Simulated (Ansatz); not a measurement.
**Al2O3, response to strain**

The parent structure is Al2O3 in the corundum structure (space group R-3c, No. 167; a = 4.809 Å, c = 13.124 Å (hexagonal axes)).

Strains are applied to the cell and any free atomic positions relax.

Calculations: Ansatz (a quantum-chemistry and plane-wave program) PBE, spin-orbit coupling left out.

Notes on the quantities. pressure: mean of the normal stresses, compression positive.

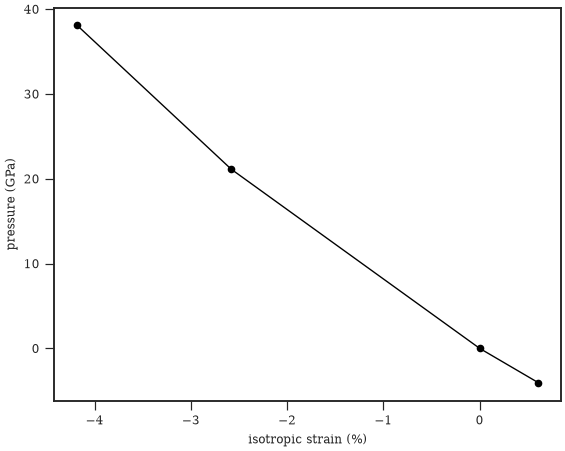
Figure. Pressure against isotropic strain

```csv
isotropic strain (%),pressure
-4.18,38.07 GPa
-2.58,21.12 GPa
0.61,-4.05 GPa
```

No phonon test of stability was made.
